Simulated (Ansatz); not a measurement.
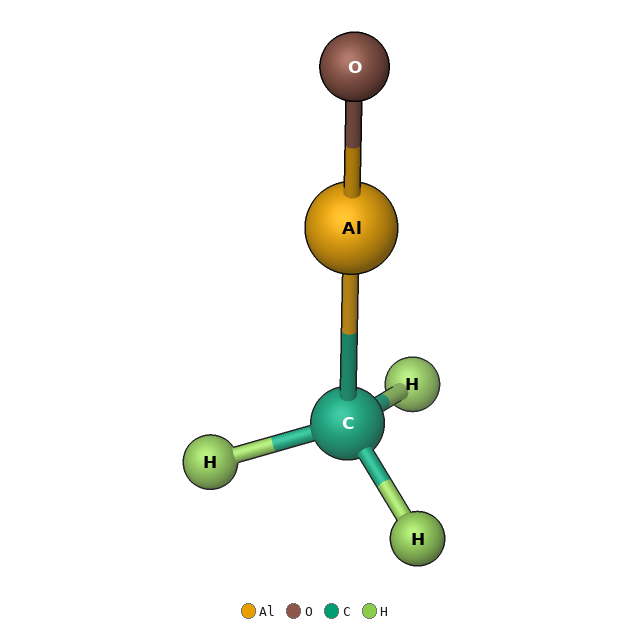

The picture shows the input geometry.

Input file:

```yaml
crystal:
  periodic: [false, false, false]
  atoms:
    - {symbol: Al, position_ang: [0.875311, -0.678033, 1.236932]}
    - {symbol: O, position_ang: [1.376108, 0.543869, 2.133584]}
    - {symbol: C, position_ang: [0.268181, -2.159093, 0.150027]}
    - {symbol: H, position_ang: [0.459319, -1.961132, -0.906986]}
    - {symbol: H, position_ang: [-0.804359, -2.316718, 0.283466]}
    - {symbol: H, position_ang: [0.789496, -3.077470, 0.429085]}
basis:
  gaussian: {orbitals: def2-TZVPP}
hamiltonian: {xc: {name: B3LYP}, dispersion: d4}
```

It was started with:

```sh
ansatz run in.yaml --threads 8 --pin off --events-out ev --progress --plain --max-ram 19148MiB
```

Result:

```
Functional definition: B3LYP
  name "B3LYP"
  cite "Stephens, Devlin, Chabalowski & Frisch, J. Phys. Chem. 98, 11623 (1994) doi:10.1021/j100096a001"
  cite "Becke, Phys. Rev. A 38, 3098 (1988) doi:10.1103/PhysRevA.38.3098"
  cite "Lee, Yang & Parr, Phys. Rev. B 37, 785 (1988) doi:10.1103/PhysRevB.37.785"
  cite "Vosko, Wilk & Nusair, Can. J. Phys. 58, 1200 (1980) doi:10.1139/p80-159"
  parameter a0 = 0.2
  parameter ax = 0.72
  parameter ac = 0.81
  exchange = (1 - a0 - ax)*slater_x + ax*b88_x + a0*exact_x
  correlation = (1 - ac)*vwn_rpa_c + ac*lyp_c
801 factors; their error is unknown
mean field evaluation 1: about -9714.8749 eV, gradient 9.3e1 eV
mean field evaluation 2: about -9561.8518 eV, gradient 1.9e2 eV
mean field evaluation 4: about -9729.8460 eV, gradient 2.9e1 eV
mean field evaluation 8: about -9732.0512 eV, gradient 4.6e-1 eV
mean field evaluation 16: about -9732.0549 eV, gradient 2.2e-4 eV
mean field -9732.05494197 eV, -357.6464224938 hartree, gradient 4.1e-5 eV, S^2 0.000000; 0 other end points of the search recorded, 0 dependent functions left out
reference -9732.05517115 eV, -357.6464309159 hartree; 15, 15 occupied and 131, 131 virtual orbitals, 801 factors
Total energy: -9732.19039804 eV, -357.6514004125 hartree
```
